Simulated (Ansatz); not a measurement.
Geometry relaxation, with input and output: SiNH$_{6}$ClOF$_{2}$ (part 1 of 2)

The run: geometry relaxation of SiNH$_{6}$ClOF$_{2}$. Method and program: RKS PBE0/6-31G* (Ansatz 0.2.0).

It belongs to a series of runs on one base structure; here: end point A relaxed.

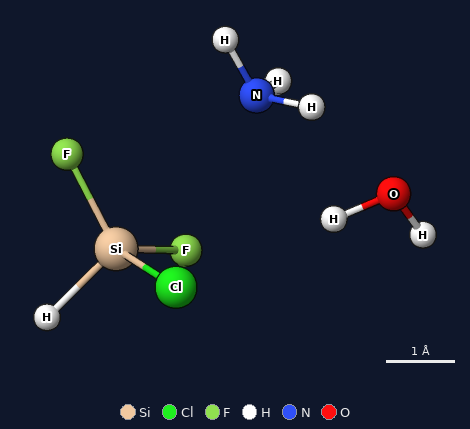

Figure 1. The structure as given in the input (ball-and-stick view, seen at a tilt). Bond lengths as drawn: Cl–Si 2.10 Å, F–Si 1.59 Å, H–N 1.02 Å, H–O 0.97 Å and H–Si 1.47 Å.

Input file
```yaml
crystal:
  periodic: [false, false, false]
  atoms:
    - { symbol: Si, position_ang: [-0.716155, 1.543746, -1.251447] }
    - { symbol: Cl, position_ang: [1.238359, 1.590856, -0.480165] }
    - { symbol: F, position_ang: [-0.879195, 0.462567, -2.403367] }
    - { symbol: F, position_ang: [-1.796934, 1.338581, -0.108101] }
    - { symbol: H, position_ang: [-0.923635, 2.871093, -1.84814] }
    - { symbol: H, position_ang: [0.167463, -1.505198, 0.664849] }
    - { symbol: "N", position_ang: [-0.508629, -1.330382, -0.077751] }
    - { symbol: H, position_ang: [1.926225, -0.215471, 1.30415] }
    - { symbol: O, position_ang: [1.857766, -0.856366, 2.028036] }
    - { symbol: H, position_ang: [-1.433614, -1.541372, 0.283454] }
    - { symbol: H, position_ang: [-0.317001, -1.985885, -0.829681] }
    - { symbol: H, position_ang: [1.385351, -0.37207, 2.718162] }
basis:
  gaussian: { orbitals: "6-31G*" }
hamiltonian:
  xc: pbe0
relax:
  f_tol: 0.03
  max_steps: 50
output:
  orbitals: {}
```

Run on 2 threads of AMD EPYC (Zen 3), 16 GiB of memory available, shared host.

Launched with:
```bash
ansatz run input.yaml --threads 2 --pin off --max-ram 3072MiB --backend cpu --events-out ev --progress --plain --runs-dir out
```

What the program printed
```
The last accepted step is kept in [file] (removed where the run ends without a failure and the disk answers)
Engine: ansatz 0.2.0, x86_64-unknown-linux-gnu
Functional definition: PBE0
  parameter a = 0.25
  parameter kappa = 0.804
  parameter beta = 0.06672455060314922
  exchange = (1 - a)*pbe_x(kappa = kappa, mu = beta*pi^2/3) + a*exact_x
  correlation = pbe_c(beta = beta)
1138 factors; integrals over basis functions are off by at most 4.9e-4 eV
mean field evaluation 1: about -29446.8821 eV, gradient 7.1e1 eV
mean field evaluation 2: about -29440.1833 eV, gradient 9.4e1 eV
mean field evaluation 4: about -29455.5261 eV, gradient 2.6e0 eV
mean field evaluation 8: about -29455.5640 eV, gradient 1.0e-1 eV
mean field evaluation 16: about -29455.5640 eV, gradient 6.1e-5 eV
mean field -29455.56403277 eV, -1082.4720125059 hartree, gradient 6.1e-5 eV, S^2 0.000000; 0 other end points of the search recorded, 0 dependent functions left out
the calculation of the forces begins
reference -29455.56406077 eV, -1082.4720135351 hartree; 35, 35 occupied and 75, 75 virtual orbitals, 1138 factors
relax step   1: F+E_penalty+E_count = -29455.56403277 eV  Δ(F+E_penalty+E_count) = +0.000e0 eV  max|allowed force component| = 8.067e-1 eV/Å  Δτ_max = 0.0000 Å  (25 SCF iters, accepted)
these checks for a lower state are left out or cut short: starts, cluster_reference, orbital_swaps, neighbouring_geometries, increment
1138 factors; integrals over basis functions are off by at most 4.9e-4 eV
mean field -29455.63528495 eV, -1082.4746309754 hartree, gradient 1.8e-5 eV, S^2 0.000000; 0 other end points of the search recorded, 0 dependent functions left out
[... from here on the field's lines of each further geometry are left out, up to the last ...]
relax step   2: F+E_penalty+E_count = -29455.63528495 eV  Δ(F+E_penalty+E_count) = -7.125e-2 eV  max|allowed force component| = 1.284e0 eV/Å  Δτ_max = 0.1943 Å  (27 SCF iters, accepted)
relax step   3: F+E_penalty+E_count = -29455.73525128 eV  Δ(F+E_penalty+E_count) = -9.997e-2 eV  max|allowed force component| = 1.018e0 eV/Å  Δτ_max = 0.1777 Å  (27 SCF iters, accepted)
relax step   4: F+E_penalty+E_count = -29455.92606119 eV  Δ(F+E_penalty+E_count) = -1.908e-1 eV  max|allowed force component| = 1.075e0 eV/Å  Δτ_max = 0.1916 Å  (27 SCF iters, accepted)
relax step   5: F+E_penalty+E_count = -29455.96323505 eV  Δ(F+E_penalty+E_count) = -3.717e-2 eV  max|allowed force component| = 1.402e0 eV/Å  Δτ_max = 0.1959 Å  (28 SCF iters, accepted)
relax step   6: F+E_penalty+E_count = -29455.97603873 eV  Δ(F+E_penalty+E_count) = -1.280e-2 eV  max|allowed force component| = 1.634e0 eV/Å  Δτ_max = 0.1563 Å  (28 SCF iters, accepted)
relax step   7: F+E_penalty+E_count = -29456.01954449 eV  Δ(F+E_penalty+E_count) = -4.351e-2 eV  max|allowed force component| = 5.543e-1 eV/Å  Δτ_max = 0.1999 Å  (28 SCF iters, accepted)
relax step   8: F+E_penalty+E_count = -29456.08355634 eV  Δ(F+E_penalty+E_count) = -6.401e-2 eV  max|allowed force component| = 3.075e-1 eV/Å  Δτ_max = 0.2000 Å  (27 SCF iters, accepted)
relax step   9: F+E_penalty+E_count = -29456.08783527 eV  Δ(F+E_penalty+E_count) = -4.279e-3 eV  max|allowed force component| = 7.543e-1 eV/Å  Δτ_max = 0.1286 Å  (26 SCF iters, accepted)
relax step  10: F+E_penalty+E_count = -29456.11207791 eV  Δ(F+E_penalty+E_count) = -2.424e-2 eV  max|allowed force component| = 2.943e-1 eV/Å  Δτ_max = 0.0871 Å  (28 SCF iters, accepted)
relax step  11: F+E_penalty+E_count = -29456.11920217 eV  Δ(F+E_penalty+E_count) = -7.124e-3 eV  max|allowed force component| = 9.901e-2 eV/Å  Δτ_max = 0.0668 Å  (28 SCF iters, accepted)
relax step  12: F+E_penalty+E_count = -29456.12582371 eV  Δ(F+E_penalty+E_count) = -6.622e-3 eV  max|allowed force component| = 2.588e-1 eV/Å  Δτ_max = 0.1375 Å  (27 SCF iters, accepted)
relax step  13: F+E_penalty+E_count = -29456.13025813 eV  Δ(F+E_penalty+E_count) = -4.434e-3 eV  max|allowed force component| = 2.549e-1 eV/Å  Δτ_max = 0.0767 Å  (28 SCF iters, accepted)
relax step  14: F+E_penalty+E_count = -29456.13196187 eV  Δ(F+E_penalty+E_count) = -1.704e-3 eV  max|allowed force component| = 5.009e-1 eV/Å  Δτ_max = 0.1951 Å  (27 SCF iters, accepted)
relax step  15: F+E_penalty+E_count = -29456.14012712 eV  Δ(F+E_penalty+E_count) = -8.165e-3 eV  max|allowed force component| = 1.933e-1 eV/Å  Δτ_max = 0.0561 Å  (29 SCF iters, accepted)
relax step  16: F+E_penalty+E_count = -29456.14159225 eV  Δ(F+E_penalty+E_count) = -1.465e-3 eV  max|allowed force component| = 2.187e-1 eV/Å  Δτ_max = 0.1389 Å  (28 SCF iters, accepted)
relax step  17: F+E_penalty+E_count = -29456.15438391 eV  Δ(F+E_penalty+E_count) = -1.279e-2 eV  max|allowed force component| = 2.616e-1 eV/Å  Δτ_max = 0.1663 Å  (27 SCF iters, accepted)
relax step  18: F+E_penalty+E_count = -29456.15598287 eV  Δ(F+E_penalty+E_count) = -1.599e-3 eV  max|allowed force component| = 7.028e-1 eV/Å  Δτ_max = 0.1943 Å  (27 SCF iters, accepted)
relax step  19: F+E_penalty+E_count = -29456.16971384 eV  Δ(F+E_penalty+E_count) = -1.373e-2 eV  max|allowed force component| = 2.648e-1 eV/Å  Δτ_max = 0.0624 Å  (28 SCF iters, accepted)
relax step  20: F+E_penalty+E_count = -29456.17453879 eV  Δ(F+E_penalty+E_count) = -4.825e-3 eV  max|allowed force component| = 1.714e-1 eV/Å  Δτ_max = 0.0535 Å  (28 SCF iters, accepted)
relax step  21: F+E_penalty+E_count = -29456.17692351 eV  Δ(F+E_penalty+E_count) = -2.385e-3 eV  max|allowed force component| = 1.093e-1 eV/Å  Δτ_max = 0.0484 Å  (28 SCF iters, accepted)
relax step  22: F+E_penalty+E_count = -29456.17741050 eV  Δ(F+E_penalty+E_count) = -4.870e-4 eV  max|allowed force component| = 1.110e-1 eV/Å  Δτ_max = 0.0656 Å  (29 SCF iters, accepted)
relax step  23: F+E_penalty+E_count = -29456.17795241 eV  Δ(F+E_penalty+E_count) = -5.419e-4 eV  max|allowed force component| = 8.794e-2 eV/Å  Δτ_max = 0.0307 Å  (29 SCF iters, accepted)
relax step  24: F+E_penalty+E_count = -29456.17854643 eV  Δ(F+E_penalty+E_count) = -5.940e-4 eV  max|allowed force component| = 3.915e-2 eV/Å  Δτ_max = 0.0119 Å  (23 SCF iters, accepted)
relax step  25: F+E_penalty+E_count = -29456.17850514 eV  Δ(F+E_penalty+E_count) = +4.129e-5 eV  max|allowed force component| = 5.303e-2 eV/Å  Δτ_max = 0.0095 Å  (24 SCF iters, rejected (line search))
the calculation of the forces begins
reference -29456.17863155 eV, -1082.4945985945 hartree; 35, 35 occupied and 75, 75 virtual orbitals, 1138 factors
relax step  26: F+E_penalty+E_count = -29456.17860588 eV  Δ(F+E_penalty+E_count) = -5.945e-5 eV  max|allowed force component| = 5.224e-3 eV/Å  Δτ_max = 0.0046 Å  (22 SCF iters, accepted)
1138 factors; integrals over basis functions are off by at most 5.8e-4 eV
mean field evaluation 192: about -29444.9188 eV, gradient 8.2e1 eV
```

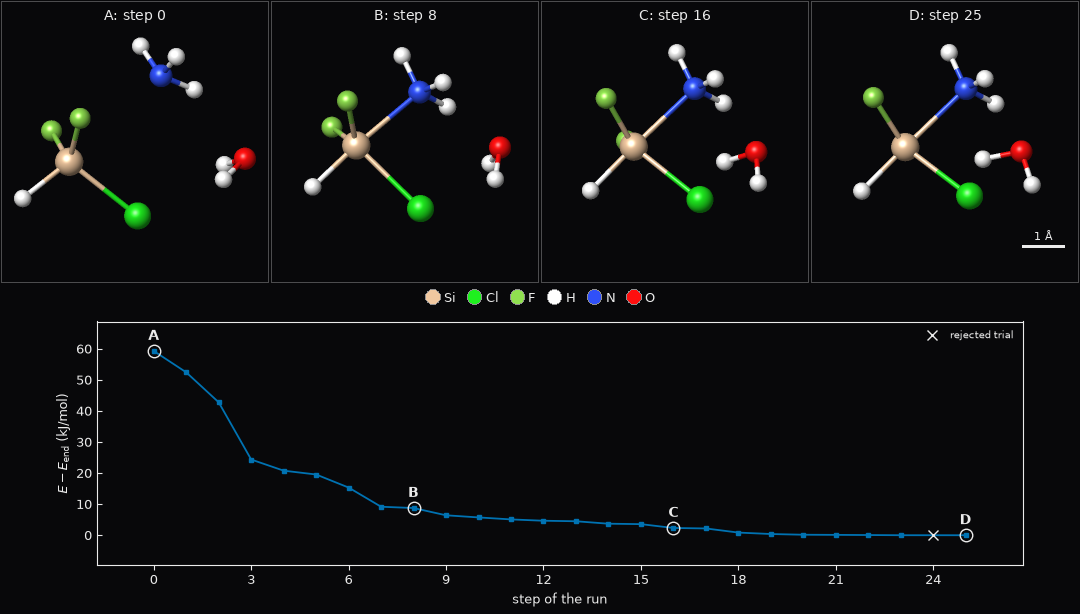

Figure 2. Frames of the relaxation (ball-and-stick view, seen at a tilt) above the curves, on which the letters mark them (the first geometry is step 0 here and step 1 in the log).

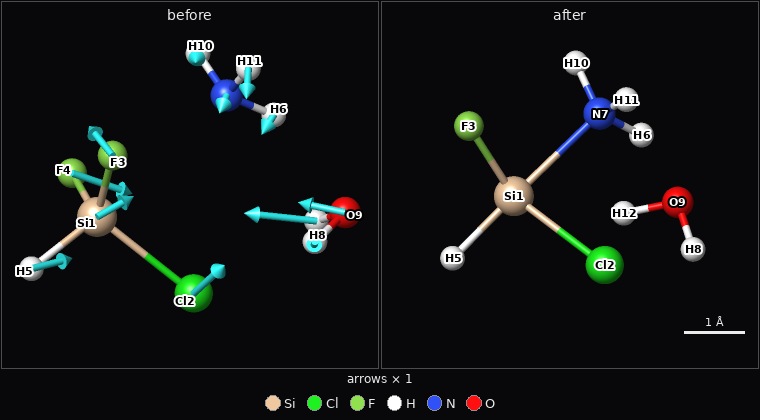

Figure 3. Before (left) and after (right) the relaxation, at one scale (ball-and-stick view, seen at a tilt). The teal arrows give the displacements, at true length. The largest move after the best rigid fit is that of H12, 1.29 Å. By element the largest moves are H 1.29 Å, F 1.23 Å, Cl 1.16 Å, O 0.83 Å, Si 0.77 Å, N 0.44 Å. Distances before and after: Si1–N7 3.111 → 2.022 Å, Si1–F4 1.587 → 1.642 Å, Si1–F3 1.588 → 1.624 Å, Si1–Cl2 2.102 → 2.131 Å. New bonds form: Si1–N7 (3.11 → 2.02 Å). Among the angles that change: F4–Si1–H5 108.2° → 96.9°, Cl2–Si1–H5 105.1° → 93.9°, F3–Si1–H5 107.8° → 97.6°. Over 25 geometry steps the energy falls by 59.3 kJ/mol. Largest force component: 0.81 eV/Å at the start, 0.0052 eV/Å at the end. The line search rejected the trial step at point 24 (counted from 0) and went back. (Atoms are counted from 1 in the order of the input.)

```
mean field -29456.17860588 eV, -1082.4945976513 hartree, gradient 1.8e-5 eV, S^2 0.000000; 1 other end points of the search recorded, 0 dependent functions left out
the calculation of the forces begins
reference -29456.17863155 eV, -1082.4945985945 hartree; 35, 35 occupied and 75, 75 virtual orbitals, 1138 factors
Total energy: -29456.17863155 eV, -1082.4945985945 hartree
Atom 0 at    -0.536646     0.927343    -0.824552 Å, force     0.001633    -0.002753     0.000792 eV/Å
Atom 1 at     1.557073     0.892823    -1.217940 Å, force     0.000065    -0.000115    -0.002815 eV/Å
Atom 2 at    -1.609243     0.389035    -1.918221 Å, force     0.000814    -0.000819    -0.000184 eV/Å
Atom 3 at    -0.992984     0.998918     0.750877 Å, force     0.000389    -0.000309     0.000424 eV/Å
Atom 4 at    -0.670666     2.374963    -1.114464 Å, force    -0.001207     0.003490     0.000207 eV/Å
Atom 5 at     0.278804    -1.134934     0.437819 Å, force     0.002021    -0.001959     0.001942 eV/Å
Atom 6 at    -0.308632    -1.038255    -0.410286 Å, force    -0.001253     0.005224    -0.000650 eV/Å
Atom 7 at     1.872177    -0.065330     1.660266 Å, force    -0.001022     0.000182     0.000898 eV/Å
Atom 8 at     1.082572    -0.520405     1.985744 Å, force    -0.002421     0.000950     0.000049 eV/Å
Atom 9 at    -1.216640    -1.463401    -0.226174 Å, force    -0.001233    -0.001575     0.000418 eV/Å
Atom 10 at     0.123417    -1.546237    -1.179567 Å, force     0.000475    -0.001345    -0.001359 eV/Å
Atom 11 at     0.420771     0.185580     2.056497 Å, force     0.001739    -0.000970     0.000278 eV/Å
Dipole moment:    -0.011496    -0.638628     0.235831 e Å
```

Trajectory as extended XYZ (Å, eV, eV/Å), 26 frames, from step=1 to step=26
```
12
Properties=species:S:1:pos:R:3:forces:R:3 step=1 energy=-29455.56403
Si   -0.7162    1.5437   -1.2514    0.7580  -0.3581   0.3281
Cl    1.2384    1.5909   -0.4802   -0.8067  -0.0083  -0.3149
F    -0.8792    0.4626   -2.4034    0.0575   0.0647  -0.0102
F    -1.7969    1.3386   -0.1081   -0.0100   0.0785   0.0681
H    -0.9236    2.8711   -1.8481    0.0046   0.0235   0.0106
H     0.1675   -1.5052    0.6648    0.0026   0.0044   0.0400
N    -0.5086   -1.3304   -0.0778    0.0841   0.3041  -0.1024
H     1.9262   -0.2155    1.3041   -0.0136  -0.0301   0.0725
O     1.8578   -0.8564    2.0280   -0.0904  -0.0036  -0.0891
H    -1.4336   -1.5414    0.2835    0.0244  -0.0586   0.0054
H    -0.3170   -1.9859   -0.8297   -0.0331  -0.0168   0.0483
H     1.3854   -0.3721    2.7182    0.0228   0.0002  -0.0565
12
Properties=species:S:1:pos:R:3:forces:R:3 step=2 energy=-29455.63529
Si   -0.7088    1.4279   -1.2041    0.1880  -0.5731   0.2607
Cl    1.2062    1.4893   -0.4521    0.0667   0.1640  -0.0572
F    -0.8867    0.3645   -2.3697   -0.0065   0.0822  -0.2561
F    -1.8047    1.2522   -0.0693   -0.1859   0.2277   0.1167
H    -0.8921    2.7641   -1.7949   -0.0450  -0.0138  -0.0114
H     0.1973   -1.3404    0.6523    0.0579   0.0367   0.1338
N    -0.4732   -1.1814   -0.0991   -0.0680   0.1401  -0.1931
H     1.9390   -0.2092    1.2867   -0.1721  -0.7746   0.4598
O     1.7002   -0.9180    1.9326    0.0444   1.2842   0.0392
H    -1.3934   -1.4168    0.2610   -0.0210  -0.0145  -0.0055
H    -0.2668   -1.8528   -0.8333   -0.0213  -0.0069  -0.0171
H     1.3830   -0.3792    2.6898    0.1627  -0.5521  -0.4697
12
Properties=species:S:1:pos:R:3:forces:R:3 step=3 energy=-29455.73525
Si   -0.7098    1.3013   -1.1531   -0.0864  -0.6788   0.1838
Cl    1.2091    1.4259   -0.4374    0.4650   0.2088   0.0916
F    -0.9394    0.2873   -2.3572   -0.0097   0.0466  -0.4212
F    -1.8485    1.2024   -0.0453   -0.2309   0.2492   0.2274
H    -0.8551    2.6455   -1.7398   -0.0773  -0.0016  -0.0378
H     0.1890   -1.1633    0.6403    0.0260  -0.0451   0.0216
N    -0.4630   -1.0516   -0.1409   -0.0895   0.1194  -0.0784
H     1.9719   -0.2490    1.2895   -0.0063  -0.4894   0.2907
O     1.7265   -0.9437    1.9376   -0.2575   1.0184   0.1144
H    -1.3864   -1.3060    0.1998   -0.0263   0.0040  -0.0081
H    -0.2149   -1.7465   -0.8423    0.0197   0.0788   0.0093
H     1.3207   -0.4022    2.6487    0.2734  -0.5105  -0.3934
12
Properties=species:S:1:pos:R:3:forces:R:3 step=4 energy=-29455.92606
Si   -0.6993    1.1234   -1.0829   -0.5085  -0.6998   0.1588
Cl    1.2412    1.3808   -0.4291    0.8291   0.1631   0.2214
F    -1.0055    0.2020   -2.3605    0.0311   0.0125  -0.4530
F    -1.8996    1.1363   -0.0144   -0.2020   0.3061   0.2488
H    -0.8022    2.4810   -1.6587   -0.1395   0.0013  -0.0751
H     0.1499   -1.0017    0.6186    0.0446   0.0328  -0.0666
N    -0.4800   -0.9049   -0.1913    0.0148  -0.1357  -0.0412
H     2.0723   -0.2626    1.3338   -0.1494  -0.5167   0.2555
O     1.6876   -0.9543    1.9163   -0.2128   1.0747   0.1601
H    -1.4059   -1.2045    0.1129    0.0103   0.0822  -0.0557
H    -0.1772   -1.5893   -0.8889    0.0122   0.2170   0.1013
H     1.3186   -0.4062    2.6443    0.2701  -0.5374  -0.4541
12
Properties=species:S:1:pos:R:3:forces:R:3 step=5 energy=-29455.96323
Si   -0.6844    0.9466   -0.9999   -0.9786   1.2475  -0.7589
Cl    1.3216    1.3359   -0.4148    0.5583   0.0266   0.1336
F    -1.0694    0.1362   -2.3641    0.1563  -0.0833   0.0273
F    -1.9424    1.1084    0.0328    0.1993  -0.0625   0.1300
H    -0.7757    2.3113   -1.5834    0.0016  -0.0247  -0.0090
H     0.1510   -0.8608    0.5959    0.0580   0.0232   0.0813
N    -0.4697   -0.7824   -0.2301    0.0882  -1.4019   0.3820
H     2.0702   -0.2840    1.3276   -0.0975  -0.2728   0.0909
O     1.5937   -0.9411    1.8732   -0.1237   0.6138   0.0593
H    -1.3973   -1.1133    0.0465    0.0757   0.0329  -0.0423
H    -0.1219   -1.4509   -0.9265   -0.0165   0.2155   0.1444
H     1.3243   -0.4058    2.6428    0.0790  -0.3142  -0.2386
12
Properties=species:S:1:pos:R:3:forces:R:3 step=6 energy=-29455.97604
Si   -0.7113    1.0368   -1.0402   -0.2301  -0.4381   0.1588
Cl    1.3183    1.3384   -0.4249    0.0201   0.1722  -0.1528
F    -1.0559    0.1701   -2.3709    0.1022   0.0959  -0.0320
F    -1.9341    1.1234    0.0305    0.1721   0.1150  -0.0048
H    -0.8302    2.3944   -1.6257    0.0588  -0.0049   0.0368
H     0.1267   -0.9015    0.6323   -0.0014   0.1698   0.0549
N    -0.4653   -0.8412   -0.2125   -0.1673  -0.1628  -0.1786
H     2.1415   -0.3795    1.3479   -1.0639  -0.8580   0.3083
O     1.4459   -0.8981    1.8461    1.4474   1.6343   0.8197
H    -1.3936   -1.1896    0.0298    0.0494   0.0261  -0.0632
H    -0.0763   -1.4891   -0.9004   -0.0440   0.1408   0.0489
H     1.4343   -0.3640    2.6880   -0.3432  -0.8904  -0.9960
12
Properties=species:S:1:pos:R:3:forces:R:3 step=7 energy=-29456.01954
Si   -0.7254    0.9883   -1.0152    0.0022   0.5543  -0.2183
Cl    1.3744    1.2653   -0.5724   -0.0277  -0.2365   0.0540
F    -1.1428    0.2127   -2.3733    0.0154  -0.3312   0.0957
F    -1.8585    1.2010    0.1176   -0.0853  -0.2252   0.2659
H    -0.7737    2.3680   -1.5679   -0.0455  -0.0403  -0.0041
H     0.0994   -0.7848    0.6686   -0.2276  -0.4170  -0.2274
N    -0.4830   -0.8608   -0.1961    0.0974   0.4397  -0.0557
H     2.0571   -0.3337    1.3247   -0.1314  -0.0980   0.0722
O     1.4677   -0.9049    1.8501    0.0752   0.2869   0.1223
H    -1.3459   -1.3817    0.0021    0.2361   0.3620  -0.0792
H     0.0509   -1.3962   -0.8778    0.0442  -0.1815   0.0984
H     1.2797   -0.3731    2.6397    0.0469  -0.1132  -0.1238
12
Properties=species:S:1:pos:R:3:forces:R:3 step=8 energy=-29456.08356
Si   -0.7285    0.9970   -1.0140    0.3075   0.0607  -0.0687
Cl    1.4097    1.1454   -0.7063   -0.0077   0.1271   0.0039
F    -1.2165    0.2051   -2.3404   -0.1029  -0.0854   0.0111
F    -1.8002    1.1859    0.1897    0.0515  -0.1180   0.0551
H    -0.7817    2.3763   -1.5501   -0.0486   0.0384   0.0126
H     0.1104   -0.8617    0.6246   -0.2127  -0.0594  -0.1486
N    -0.4605   -0.8516   -0.2476    0.0127  -0.0231   0.1833
H     2.0088   -0.1675    1.4249   -0.1106  -0.1413   0.0325
O     1.5013   -0.8581    1.8873   -0.0519   0.2585   0.1213
H    -1.3597   -1.3100   -0.0746    0.1931   0.0757  -0.0201
H     0.0528   -1.4098   -0.9296   -0.0868  -0.0359   0.0228
H     1.2640   -0.4508    2.7361    0.0564  -0.0975  -0.2051
12
Properties=species:S:1:pos:R:3:forces:R:3 step=9 energy=-29456.08783
Si   -0.6906    1.0058   -1.0025    0.0959  -0.1008   0.0675
Cl    1.4330    1.2496   -0.7140   -0.0856  -0.1991   0.1085
F    -1.2051    0.1943   -2.3098   -0.0229   0.0472  -0.0427
F    -1.7399    1.1367    0.2314    0.0525   0.0831   0.0048
H    -0.7902    2.3859   -1.5287   -0.1314   0.0162  -0.0158
H     0.1105   -0.9372    0.6242   -0.1027   0.1286   0.1069
N    -0.4378   -0.8712   -0.2510    0.2217  -0.0233  -0.1150
H     1.9445   -0.2410    1.3413   -0.2621  -0.3305   0.3173
O     1.4256   -0.8547    1.9071    0.2533   0.7543   0.2037
H    -1.3600   -1.2737   -0.0891    0.0200  -0.0038  -0.0162
H     0.0405   -1.4593   -0.9326   -0.0791   0.0020  -0.0442
H     1.2696   -0.3351    2.7236    0.0404  -0.3739  -0.5747
```
